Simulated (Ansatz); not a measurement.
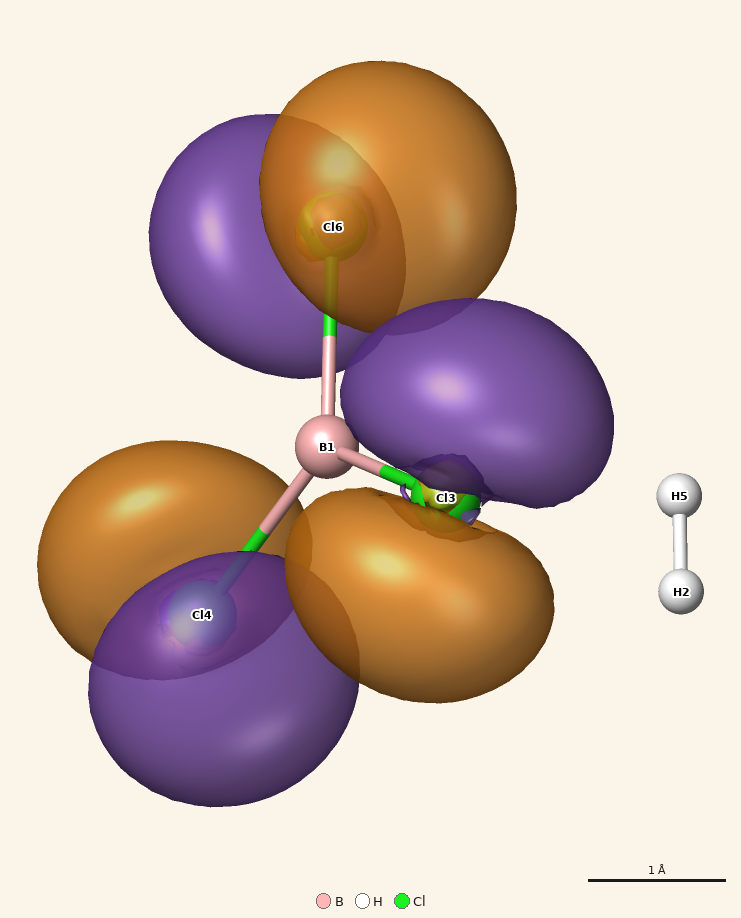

BCl3···H2. One frontier orbital at ±0.1 Å⁻³ᐟ² (orange and purple are the two phases), seen at an oblique angle.

The product side of a reaction path; geometry: PBE0-D4/def2-TZVP.

Level of theory: RKS PBE0-D4/def2-TZVPP (Ansatz).

Input

```
crystal:
  periodic: [false, false, false]
  atoms:
    - {symbol: B, position_ang: [-0.649629, -0.745331, 0.420350]}
    - {symbol: H, position_ang: [1.165838, 1.433040, -1.185292]}
    - {symbol: Cl, position_ang: [0.061571, -1.964949, -0.591403]}
    - {symbol: Cl, position_ang: [-2.044719, 0.132753, -0.127017]}
    - {symbol: H, position_ang: [1.434956, 1.551312, -0.499004]}
    - {symbol: Cl, position_ang: [0.031883, -0.406825, 1.982365]}
basis:
  gaussian: {orbitals: def2-TZVPP}
hamiltonian: {xc: pbe0, dispersion: d4}
output: {orbitals: {seedname: orbitals}}
```

Command:

```sh
ansatz run in.yaml --threads 2 --pin off --events-out ev --progress --plain --max-ram 4352MiB
```

Q: Which orbital is it: HOMO or LUMO?

A: The HOMO, at −9.08 eV. Its weight (Hirshfeld) is mainly on Cl4 (about 30 %), Cl3 (about 30 %) and Cl6 (about 30 %); largely a combination of lone pairs on Cl4, Cl3 and Cl6.
